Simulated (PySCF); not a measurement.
C3H5FN2Si (SMILES Fc1ccn([SiH3])n1)

```json
{"atom": "F", "x (Å)": "2.4386", "y (Å)": "1.9912", "z (Å)": "-0.1167"}
{"atom": "C", "x (Å)": "1.5525", "y (Å)": "1.0025", "z (Å)": "-0.0638"}
{"atom": "C", "x (Å)": "1.8472", "y (Å)": "-0.3692", "z (Å)": "0.0465"}
{"atom": "C", "x (Å)": "0.6062", "y (Å)": "-0.9490", "z (Å)": "0.0541"}
{"atom": "N", "x (Å)": "-0.3234", "y (Å)": "0.0286", "z (Å)": "-0.0471"}
{"atom": "Si", "x (Å)": "-2.0843", "y (Å)": "-0.0134", "z (Å)": "-0.0079"}
{"atom": "N", "x (Å)": "0.2653", "y (Å)": "1.2347", "z (Å)": "-0.1168"}
{"atom": "H", "x (Å)": "2.8109", "y (Å)": "-0.8282", "z (Å)": "0.1035"}
{"atom": "H", "x (Å)": "0.3128", "y (Å)": "-1.9764", "z (Å)": "0.1222"}
{"atom": "H", "x (Å)": "-2.5032", "y (Å)": "1.0933", "z (Å)": "-0.8517"}
{"atom": "H", "x (Å)": "-2.5006", "y (Å)": "0.1213", "z (Å)": "1.3880"}
{"atom": "H", "x (Å)": "-2.4210", "y (Å)": "-1.3361", "z (Å)": "-0.5365"}
```

Geometry: GFN2-xTB.

Computed with PBE0/pcSseg-1, SCF density, gas phase, non-relativistic in PySCF.

Question: Predict the electron density and electron localisation function between the atoms.

Answer: C–N (1.31 Å): the density is about 2.6 e/Å³ at the midpoint; the ELF peaks at about 0.90 between the atoms; a covalent bond.
C–F (1.33 Å): the density is about 2.4 e/Å³ at the midpoint; the ELF peaks at about 0.85 between the atoms, as expected for a polar covalent bond.
N–N (1.34 Å): ρ is about 2.5 e/Å³ halfway; the ELF peaks at about 0.90 between the atoms (a covalent bond).
C–C (1.37 Å): the density is about 2.1 e/Å³ at the midpoint; the ELF peaks at about 0.95 between the atoms (localised, covalent bonding).

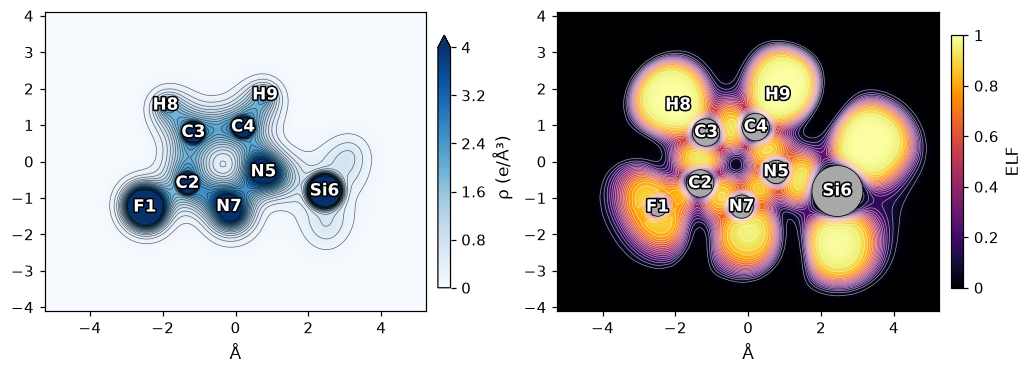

Computed electron density and electron localisation function on the plane of atoms N5, C4 and H9, in this order. Grey discs cover the atomic cores in the ELF map. 
